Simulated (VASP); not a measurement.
# A VASP study of KTi2 (vdW-DF-cx): structure first, properties next, part 2 of 4

Wanted: the relaxed cell of KTi2 and its properties. The cell is invented: other elements were put on sites of a known structure type. It may not be a known or stable phase.

VASP 6.6.1; vdW-DF-cx; plane waves and PAW (K_sv, Ti_sv); invented cell.

So far: Starting point; Rough relaxation of the start cell.

## (2) Rough relaxation of the start cell (continued)

From OUTCAR (step 2):

```text
ion  position               nearest neighbor table
   1  0.000  0.000  0.000-   2 3.15   3 3.15   2 3.15   3 3.15   2 3.15   2 3.15   3 3.15   3 3.15
                             3 3.15   3 3.15   2 3.15   2 3.15
   2  0.333  0.667  0.500-   3 2.32   3 2.32   3 2.32   1 3.15   1 3.15   1 3.15   1 3.15   1 3.15
                             1 3.15
   3  0.667  0.333  0.500-   2 2.32   2 2.32   2 2.32   1 3.15   1 3.15   1 3.15   1 3.15   1 3.15
                             1 3.15

  LATTYP: Found a hexagonal cell.
 ALAT       =     4.0211436300
 C/A-ratio  =     1.0573774133

 Subroutine GETGRP returns: Found 24 space group operations
 (whereof 24 operations were pure point group operations)

The static configuration has the point symmetry D_6h.

 Found     15 irreducible k-points:

   k-points           NKPTS =     15   k-points in BZ     NKDIM =     15   number of bands    NBANDS=     22

   dimension x,y,z NGX =    20 NGY =   20 NGZ =   24
   dimension x,y,z NGXF=    40 NGYF=   40 NGZF=   48

   ENCUT  =  400.0 eV  29.40 Ry    5.42 a.u.   6.56  6.56  6.93*2*pi/ulx,y,z

   NELECT =      33.0000    total number of electrons

 k-points in reciprocal lattice and weights: Automatic mesh
   0.00000000  0.00000000  0.00000000       0.010
   0.20000000 -0.00000000  0.00000000       0.060
   0.40000000 -0.00000000  0.00000000       0.060
   0.20000000  0.20000000  0.00000000       0.060
   0.40000000  0.20000000  0.00000000       0.060
   0.00000000  0.00000000  0.25000000       0.020
   0.20000000 -0.00000000  0.25000000       0.120
   0.40000000 -0.00000000  0.25000000       0.120
   0.20000000  0.20000000  0.25000000       0.120
[...]
0.20000000  0.20000000  0.50000000       0.060
   0.40000000  0.20000000  0.50000000       0.060

 average (electrostatic) potential at core
       1 -32.6495       2 -75.6490       3 -75.6490

 E-fermi :   5.2229

 k-point     1 :       0.0000    0.0000    0.0000
  band No.  band energies     occupation
    ...
     15       4.1369      2.00000
     16       4.6536      2.00000
     17       4.6541      2.00000
     18       5.2221      1.01773
     19       5.2226      1.00539
     20       7.2924      0.00000
     21       7.3875      0.00000
     22       7.3876      0.00000

 k-point     2 :       0.2000   -0.0000    0.0000
  band No.  band energies     occupation
    ...
     14       3.6542      2.00000
     15       4.1929      2.00000
     16       4.5830      2.00000
     17       4.6239      2.00000
     18       5.0434      2.00000
     19       5.5195      0.00000
     20       7.0541      0.00000
     21       7.3571      0.00000
     22       7.4068      0.00000

 k-point     3 :       0.4000   -0.0000    0.0000
  band No.  band energies     occupation
    ...
     14       2.8426      2.00000
     15       4.1105      2.00000
     16       4.4441      2.00000
     17       4.6685      2.00000
     18       4.6734      2.00000
     19       6.0032      0.00000
     20       6.6153      0.00000
     21       7.3118      0.00000
     22       7.4680      0.00000

Total vdW correction in eV:      5.7365083

  Total        0.0360828      0.0360828     -0.0558314      0.0000000     -0.0000000      0.0000000
  in kB        0.8856204      0.8856204     -1.3703322      0.0000000     -0.0000000      0.0000000
  external PRESSURE =       0.1336362 kB  Pullay stress =       0.0000000 kB

  energy-cutoff  :      400.00
  volume of cell :       65.28
      direct lattice vectors                 reciprocal lattice vectors
     5.271462463  0.000000002 -0.000000000     0.189700677  0.109523737 -0.000000000
    -2.635731223  4.565220395  0.000000000    -0.000000000  0.219047475 -0.000000000
     0.000000000  0.000000000  2.712504272     0.000000000 -0.000000000  0.368663014

 POSITION                                       TOTAL-FORCE (eV/Angst)
 -----------------------------------------------------------------------------------
      0.00000      0.00000      0.00000        -0.000000     -0.000000      0.000000
     -0.00000      3.04348      1.35625         0.000000     -0.000000      0.000000
      2.63573      1.52174      1.35625        -0.000000      0.000000     -0.000000
 -----------------------------------------------------------------------------------
    total drift:                                0.000000      0.000000      0.000000

  FREE ENERGIE OF THE ION-ELECTRON SYSTEM (eV)
  ---------------------------------------------------
  free  energy   TOTEN  =        -5.2894714893 eV

  energy  without entropy=       -5.2862383931  energy(sigma->0) =       -5.28785494

Total vdW correction in eV:      5.7365634

 reached required accuracy - stopping structural energy minimisation

 total charge
# of ion       s       p       d       tot
------------------------------------------
    1        2.009   5.535   0.108   7.652
    2        2.240   6.045   1.907  10.191
    3        2.240   6.045   1.907  10.191
--------------------------------------------------
tot          6.488  17.625   3.922  28.035

[... 3 further parts left out ...]
```

This run has no spin polarisation. Its electron count is odd, so without a moment it is a metal by construction. The k-mesh is coarse for a metal. This relaxation is a rough one on cheap settings, only to bring the start near its minimum. The PAW data sets were made with PBE, which is usual practice but a small mismatch for other functionals. After so large a change of volume the plane waves of the start cell no longer fit, so the final stress carries a basis-set error. The run keeps the 24 symmetry operations of its start, so it cannot find a distortion of lower symmetry.

Relaxation path (22 of 36):

```csv
step,energy less that of the first step (eV),largest force (eV/Å),pressure (GPa),volume (Å³)
1,0.0000,0.0000,17.03,59.54
3,-1.1267,0.0000,0.31,84.36
4,-1.1209,0.0000,-1.00,86.64
6,-1.1456,0.0000,-0.81,84.95
8,-1.5987,0.0000,-2.03,78.95
9,-2.4816,0.0000,-0.94,67.42
11,37.2379,0.0000,-7.78,66.91
13,-2.4940,0.0000,-0.14,66.59
14,-2.5093,0.0000,-0.32,66.63
16,-2.5169,0.0000,-0.50,66.84
18,-2.5187,0.0000,-0.67,66.90
19,-2.5190,0.0000,-0.66,66.90
21,-2.5192,0.0000,-0.65,66.91
23,-2.5193,0.0000,-0.66,66.91
24,-2.5193,0.0000,-0.66,66.91
26,-2.5193,0.0000,-0.66,66.91
28,-2.5193,0.0000,-0.66,66.91
29,-2.5193,0.0000,-0.66,66.91
31,-2.5247,0.0000,-0.69,66.83
33,-2.5469,0.0000,-0.51,66.43
34,-2.5695,0.0000,-0.35,65.88
36,-2.5790,0.0000,0.01,65.28
```

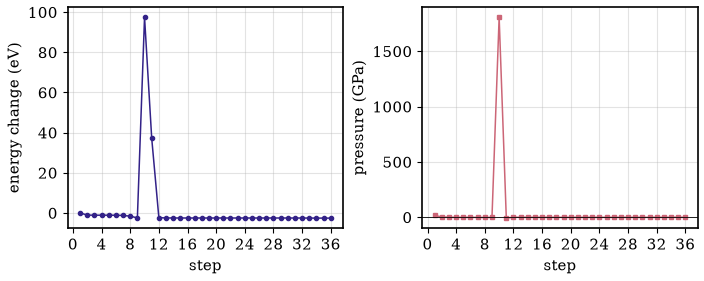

Energy and pressure along the relaxation.

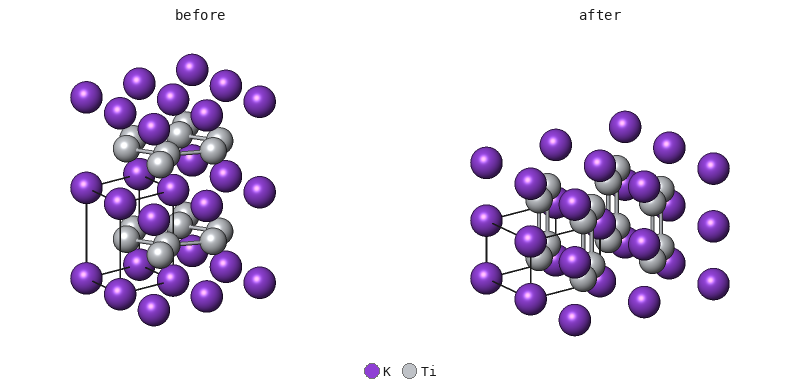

The structure before and after the relaxation, drawn at the same scale.

```csv
cell as run,before,after,change
a (Å),4.021,5.271,+31.1 %
b (Å),4.021,5.271,+31.1 %
c (Å),4.252,2.713,-36.2 %
volume (Å³/atom),19.85,21.76,+9.6 %
```

Final coordinates:

```xyz
3
Lattice="5.2715 0.0000 0.0000 -2.6357 4.5652 0.0000 0.0000 0.0000 2.7125" Properties=species:S:1:pos:R:3 pbc="T T T"
K     0.0000    0.0000    0.0000
Ti    0.0000    3.0435    1.3563
Ti    2.6357    1.5217    1.3563
```

This step gave:

| Quantity | Value |
| --- | --- |
| electrons | 33 |
| bands | 22 |
| irreducible k-points | 15 |
| symmetry operations | 24 |
| free energy (TOTEN) | -5.289 eV |
| energy at zero smearing | -5.288 eV |
| Fermi energy | 5.223 eV |
| pressure | 0.01336 GPa |
| metallic | yes |
| SCF cycles over all ionic steps | 713 |

It ends with forces that vanish by symmetry and a pressure of 0.01 GPa.

## (3) Relaxing cell and atoms (vdW-DF-cx)

Properties are meant for the cell that this level of theory prefers, so cell and atoms are relaxed first (ISIF = 3) until forces and stress are small; EDIFFG sets the threshold.

File INCAR:

```
SYSTEM = KTi2
PREC = Accurate
ENCUT = 400
EDIFF = 1E-06
NELM = 100
ISMEAR = 0
SIGMA = 0.05
LREAL = .FALSE.
ALGO = Normal
GGA = CX
AGGAC = 0
LUSE_VDW = .TRUE.
LASPH = .TRUE.
NBANDS = 22
LORBIT = 11
LWAVE = .FALSE.
LCHARG = .FALSE.
IBRION = 2
NSW = 60
ISIF = 3
EDIFFG = -0.01
```

File POSCAR:

```
KTi2
1.0
    5.2714624626      0.0000000020      0.0000000000
   -2.6357312230      4.5652203951      0.0000000000
    0.0000000000      0.0000000000      2.7125042717
K Ti
1 2
Direct
    0.0000000000      0.0000000000      0.0000000000
    0.3333333300      0.6666666700      0.5000000000
    0.6666666700      0.3333333300      0.5000000000
```

File KPOINTS:

```
Automatic mesh
0
Gamma
6 6 10
0 0 0
```

PAW data sets: K_sv and Ti_sv (PBE family, release 64).

Launch:

```
> mpirun -np 1 vasp_std
```

Log:

```text
[banner, memory and clock lines left out]
running    1 mpi-ranks, on    1 nodes
 distrk:  each k-point on    1 cores,    1 groups
 distr:  one band on    1 cores,    1 groups

 POSCAR found type information on POSCAR K Ti
 POSCAR found :  2 types and       3 ions
 [... a notice as in an earlier step ...]

 [... a notice as in an earlier step ...]

 LDA part: xc-table for (Slater+PW92), standard interpolation
 POSCAR, INCAR and KPOINTS ok, starting setup
 FFT: planning ... GRIDC
 FFT: planning ... GRID_SOFT
 FFT: planning ... GRID
 WAVECAR not read
 entering main loop
       N       E                     dE             d eps       ncg     rms          rms(c)
DAV:   1     0.356615726738E+03    0.35662E+03   -0.14653E+04  1848   0.142E+03
DAV:   2     0.312548562845E+02   -0.32536E+03   -0.31798E+03  1920   0.453E+02
DAV:   3    -0.387809329737E+01   -0.35133E+02   -0.33731E+02  3508   0.130E+02
DAV:   4    -0.725242409654E+01   -0.33743E+01   -0.33208E+01  2680   0.316E+01
DAV:   5    -0.743744850902E+01   -0.18502E+00   -0.18491E+00  2830   0.673E+00    0.151E+01
DAV:   6    -0.545166809338E+01    0.19858E+01   -0.11760E+01  2428   0.286E+01    0.400E+00
DAV:   7    -0.540158244721E+01    0.50086E-01   -0.72805E-01  2618   0.641E+00    0.343E+00
DAV:   8    -0.539263831738E+01    0.89441E-02   -0.26329E-01  2554   0.318E+00    0.117E+00
DAV:   9    -0.538958545050E+01    0.30529E-02   -0.26645E-02  2788   0.119E+00    0.314E-01
DAV:  10    -0.539011308442E+01   -0.52763E-03   -0.18291E-03  2568   0.311E-01    0.129E-01
DAV:  11    -0.539018589620E+01   -0.72812E-04   -0.31458E-04  3100   0.120E-01    0.395E-02
DAV:  12    -0.539019782516E+01   -0.11929E-04   -0.55847E-05  2450   0.611E-02    0.836E-03
DAV:  13    -0.539019746866E+01    0.35650E-06   -0.74214E-06  2262   0.218E-02
   1 F= -.53901975E+01 E0= -.53885233E+01  d E =-.539020E+01
 curvature:   0.00 expect dE= 0.000E+00 dE for cont linesearch  0.000E+00
 trial: gam= 0.00000 g(F)=  0.242E-42 g(S)=  0.403E-01 ort = 0.000E+00 (trialstep = 0.100E+01)
 search vector abs. value=  0.403E-01
 bond charge predicted
       N       E                     dE             d eps       ncg     rms          rms(c)
DAV:   1    -0.604182999764E+01   -0.65163E+00   -0.14745E+01  2536   0.438E+01    0.610E+00
DAV:   2    -0.546342907777E+01    0.57840E+00   -0.38631E+00  2612   0.170E+01    0.187E+00
DAV:   3    -0.540657176225E+01    0.56857E-01   -0.30832E-01  2620   0.367E+00    0.799E-01
DAV:   4    -0.540545534217E+01    0.11164E-02   -0.69617E-02  2970   0.123E+00    0.627E-01
DAV:   5    -0.541212692463E+01   -0.66716E-02   -0.11195E-02  2656   0.590E-01    0.224E-01
DAV:   6    -0.541453362638E+01   -0.24067E-02   -0.81041E-03  2946   0.428E-01    0.123E-01
DAV:   7    -0.541500235375E+01   -0.46873E-03   -0.11625E-03  2658   0.207E-01    0.359E-02
DAV:   8    -0.541501374867E+01   -0.11395E-04   -0.19661E-04  2938   0.769E-02    0.153E-02
DAV:   9    -0.541501082991E+01    0.29188E-05   -0.94607E-06  2282   0.227E-02    0.516E-03
DAV:  10    -0.541501193382E+01   -0.11039E-05   -0.10732E-06  1714   0.702E-03    0.128E-03
DAV:  11    -0.541501185502E+01    0.78800E-07   -0.14723E-07  1374   0.296E-03
   2 F= -.54150119E+01 E0= -.54119740E+01  d E =-.248144E-01
[...]
3 F= -.54167305E+01 E0= -.54135450E+01  d E =-.265330E-01
[...]
4 F= -.54167415E+01 E0= -.54135611E+01  d E =-.265441E-01
 curvature:  -0.68 expect dE=-0.126E-02 dE for cont linesearch -0.417E-08
 trial: gam= 0.04619 g(F)=  0.937E-43 g(S)=  0.185E-02 ort =-0.157E-04 (trialstep = 0.107E+01)
 search vector abs. value=  0.193E-02
 bond charge predicted
       N       E                     dE             d eps       ncg     rms          rms(c)
DAV:   1    -0.543456357910E+01   -0.17822E-01   -0.59409E-01  1984   0.877E+00    0.956E-01
DAV:   2    -0.542030784136E+01    0.14256E-01   -0.64447E-02  2098   0.235E+00    0.403E-01
DAV:   3    -0.541750204104E+01    0.28058E-02   -0.91724E-03  2884   0.651E-01    0.138E-01
DAV:   4    -0.541760613417E+01   -0.10409E-03   -0.10284E-03  2774   0.184E-01    0.878E-02
DAV:   5    -0.541776440666E+01   -0.15827E-03   -0.56353E-04  2588   0.114E-01    0.496E-02
DAV:   6    -0.541776457332E+01   -0.16666E-06   -0.34822E-05  2466   0.373E-02    0.431E-02
DAV:   7    -0.541779024250E+01   -0.25669E-04   -0.35988E-05  2154   0.421E-02    0.264E-02
DAV:   8    -0.541778154193E+01    0.87006E-05   -0.41078E-05  2490   0.453E-02    0.915E-03
DAV:   9    -0.541778103405E+01    0.50787E-06   -0.19419E-06  1864   0.785E-03
   5 F= -.54177810E+01 E0= -.54146540E+01  d E =-.103949E-02
 trial-energy change:   -0.001039  1 .order   -0.000996   -0.001971   -0.000021
 step:   1.0788(harm=  1.0802)  dis= 0.00000  next Energy=    -5.417781 (dE=-0.104E-02)
 reached required accuracy - stopping structural energy minimisation
```

Run time: 5.8 min. Hardware: 1 MPI rank of AMD EPYC 7R43, shared host; peak memory 0.33 GiB.

OUTCAR, selected parts (step 3):

```text
  LATTYP: Found a hexagonal cell.
 ALAT       =     5.2714624626
 C/A-ratio  =     0.5145638978

The static configuration has the point symmetry D_6h.

 Found     42 irreducible k-points:

   k-points           NKPTS =     42   k-points in BZ     NKDIM =     42   number of bands    NBANDS=     22

   dimension x,y,z NGX =    36 NGY =   36 NGZ =   18
   dimension x,y,z NGXF=    72 NGYF=   72 NGZF=   36

   ENCUT  =  400.0 eV  29.40 Ry    5.42 a.u.   8.60  8.60  4.42*2*pi/ulx,y,z

   NELECT =      33.0000    total number of electrons

 E-fermi :   4.7956

 k-point     1 :       0.0000    0.0000    0.0000
  band No.  band energies     occupation
    ...
     13       0.2374      2.00000
     14       3.7942      2.00000
     15       3.9149      2.00000
     16       4.3477      2.00000
     17       4.3477      2.00000
     18       4.8762      0.02253
     19       4.8762      0.02253
     20       6.8543      0.00000
     21       6.8543      0.00000
     22       7.2582      0.00000

 k-point     2 :       0.1667   -0.0000    0.0000
  band No.  band energies     occupation
    ...
     14       3.4649      2.00000
     15       3.9430      2.00000
     16       4.3119      2.00000
     17       4.3320      2.00000
     18       4.7397      1.88579
     19       5.0637      0.00000
     20       6.6814      0.00000
     21       6.7817      0.00000
     22       7.2400      0.00000

Total vdW correction in eV:      5.7981429

  Total        0.0067225      0.0067225     -0.0025457      0.0000000      0.0000000      0.0000000
  in kB        0.1587385      0.1587385     -0.0601105      0.0000000      0.0000000      0.0000000
  external PRESSURE =       0.0857889 kB  Pullay stress =       0.0000000 kB

  energy-cutoff  :      400.00
  volume of cell :       67.85
      direct lattice vectors                 reciprocal lattice vectors
     5.400487087  0.000000002 -0.000000000     0.185168483  0.106907073  0.000000000
    -2.700243535  4.676958996  0.000000000    -0.000000000  0.213814147  0.000000000
    -0.000000000 -0.000000000  2.686355973     0.000000000  0.000000000  0.372251485

 POSITION                                       TOTAL-FORCE (eV/Angst)
 -----------------------------------------------------------------------------------
      0.00000      0.00000      0.00000         0.000000      0.000000     -0.000000
     -0.00000      3.11797      1.34318         0.000000     -0.000000     -0.000000
      2.70024      1.55899      1.34318        -0.000000      0.000000      0.000000
 -----------------------------------------------------------------------------------
    total drift:                               -0.000000      0.000000      0.000000

  FREE ENERGIE OF THE ION-ELECTRON SYSTEM (eV)
  ---------------------------------------------------
  free  energy   TOTEN  =        -5.4177810341 eV

  energy  without entropy=       -5.4115270303  energy(sigma->0) =       -5.41465403

Total vdW correction in eV:      5.7979789

 total charge
# of ion       s       p       d       tot
------------------------------------------
    1        2.007   5.551   0.097   7.655
    2        2.235   6.043   1.900  10.177
    3        2.235   6.043   1.900  10.177
--------------------------------------------------
tot          6.477  17.636   3.897  28.010

[... 2 parts as in an earlier step ...]

[... 7 further parts left out ...]
```

Step by step:

```csv
step,energy less that of the first step (eV),largest force (eV/Å),pressure (GPa),volume (Å³)
1,0.0000,0.0000,1.68,65.28
2,-0.0248,0.0000,0.17,67.45
3,-0.0265,0.0000,-0.35,68.27
4,-0.0265,0.0000,-0.31,68.20
5,-0.0276,0.0000,0.01,67.85
```

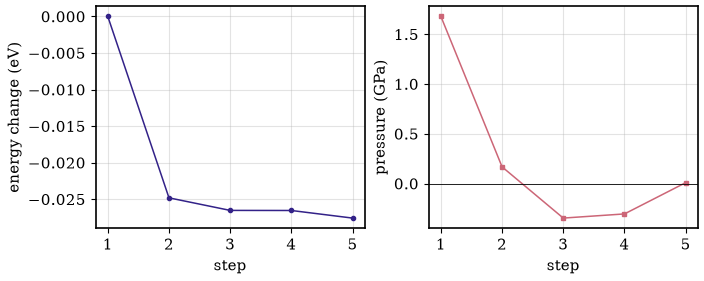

Energy and pressure along the relaxation.

```csv
"conventional cell, symmetrised",before,after,change
a (Å),5.271,5.400,+2.4 %
b (Å),5.271,5.400,+2.4 %
c (Å),2.713,2.686,-1.0 %
volume (Å³/atom),21.76,22.62,+3.9 %
```

The relaxed structure:

```xyz
3
Lattice="5.4005 0.0000 0.0000 -2.7002 4.6770 0.0000 0.0000 0.0000 2.6864" Properties=species:S:1:pos:R:3 pbc="T T T"
K     0.0000    0.0000    0.0000
Ti    0.0000    3.1180    1.3432
Ti    2.7002    1.5590    1.3432
```

This step gave:

```yaml
irreducible_k_points: 42
free_energy_toten: -5.418 eV
energy_at_zero_smearing: -5.415 eV
fermi_energy: 4.796 eV
pressure: 0.008579 GPa
scf_cycles_over_all_ionic_steps: 50
```

It ends with forces that vanish by symmetry and a pressure of 0.01 GPa.

(Part 2 of 4 ends here.)

[Lines on the potential files, build, host, timing and source positions are cut from VASP's logs without a mark.]

[Logs are printed without paths, hosts, clocks, repeated set-up lines and the standing remarks that a program may print on its own settings, such as how far it seeks lower states.]

[Hosts, paths, dates, database ids (printed as entryN), source tags and the programs' standing remarks are cut or masked in the printed files.]

[A measured line is paired with the nearest computed mode of its activity, which favours agreement.]
